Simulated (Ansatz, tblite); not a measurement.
Breaking a bond: Li₂, singlet.

- GFN2-xTB, 300 K electronic temperature (tblite)
- RHF/cc-pVQZ (Ansatz, a first-principles code)
- RCCSD = CCSD on RHF/cc-pVQZ, frozen core run with Ansatz
- RMP2 = MP2 on RHF/cc-pVQZ, frozen core run with Ansatz

Energies are in kcal/mol, each relative to the lowest point of its own curve near equilibrium.

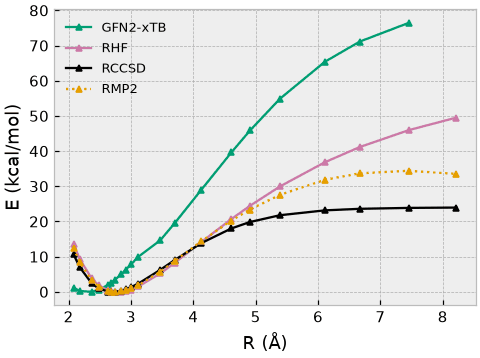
Figure. Energy against bond length for each method.

```json
[
 {"R / Å": "2.08", "GFN2-xTB": "1.1", "RHF": "13.5", "RCCSD": "10.6", "RMP2": "12.4"},
 {"R / Å": "2.18", "GFN2-xTB": "0.2", "RHF": "9.3", "RCCSD": "6.9", "RMP2": "8.4"},
 {"R / Å": "2.37", "GFN2-xTB": "0.0", "RHF": "3.8", "RCCSD": "2.4", "RMP2": "3.2"},
 {"R / Å": "2.48", "GFN2-xTB": "0.6", "RHF": "1.9", "RCCSD": "1.0", "RMP2": "1.5"},
 {"R / Å": "2.63", "GFN2-xTB": "2.0", "RHF": "0.4", "RCCSD": "0.1", "RMP2": "0.3"},
 {"R / Å": "2.68", "GFN2-xTB": "2.6", "RHF": "0.2", "RCCSD": "0.0", "RMP2": "0.1"},
 {"R / Å": "2.74", "GFN2-xTB": "3.4", "RHF": "0.0", "RCCSD": "0.0", "RMP2": "0.0"},
 {"R / Å": "2.84", "GFN2-xTB": "4.9", "RHF": "0.0", "RCCSD": "0.3", "RMP2": "0.1"},
 {"R / Å": "2.92", "GFN2-xTB": "6.3", "RHF": "0.3", "RCCSD": "0.7", "RMP2": "0.5"},
 {"R / Å": "3.00", "GFN2-xTB": "7.8", "RHF": "0.7", "RCCSD": "1.3", "RMP2": "1.0"},
 {"R / Å": "3.12", "GFN2-xTB": "10.0", "RHF": "1.5", "RCCSD": "2.4", "RMP2": "1.9"},
 {"R / Å": "3.47", "GFN2-xTB": "14.7", "RHF": "5.2", "RCCSD": "6.2", "RMP2": "5.8"},
 {"R / Å": "3.70", "GFN2-xTB": "19.5", "RHF": "8.2", "RCCSD": "9.0", "RMP2": "8.7"},
 {"R / Å": "4.13", "GFN2-xTB": "29.0", "RHF": "14.2", "RCCSD": "13.9", "RMP2": "14.4"},
 {"R / Å": "4.61", "GFN2-xTB": "39.6", "RHF": "20.7", "RCCSD": "18.0", "RMP2": "20.2"},
 {"R / Å": "4.91", "GFN2-xTB": "45.9", "RHF": "24.5", "RCCSD": "19.9", "RMP2": "23.4"},
 {"R / Å": "5.39", "GFN2-xTB": "54.9", "RHF": "30.0", "RCCSD": "21.8", "RMP2": "27.6"},
 {"R / Å": "6.11", "GFN2-xTB": "65.4", "RHF": "36.8", "RCCSD": "23.2", "RMP2": "31.9"},
 {"R / Å": "6.67", "GFN2-xTB": "71.1", "RHF": "41.2", "RCCSD": "23.6", "RMP2": "33.7"},
 {"R / Å": "7.46", "GFN2-xTB": "76.5", "RHF": "46.0", "RCCSD": "23.9", "RMP2": "34.4"},
 {"R / Å": "8.22", "GFN2-xTB": "—", "RHF": "49.5", "RCCSD": "23.9", "RMP2": "33.5"}
]
```

At the longest distance, 8.22 Å, RHF lies highest above its minimum (49.5 kcal/mol) and RCCSD lowest (23.9 kcal/mol).

Dashes: no converged value, or the column stops at the first point that the program doubted or that broke a chosen test of continuity, which isn't proof of a fault.

The restricted form behind RHF, RMP2 keeps the bonding electrons paired and can't separate into open-shell fragments. With two correlated electrons CCSD is exact in the basis where it finds the lowest root (RCCSD). The T1 diagnostic of CCSD on the restricted reference of RMP2 exceeds 0.045 at 4.61 to 8.22 Å.
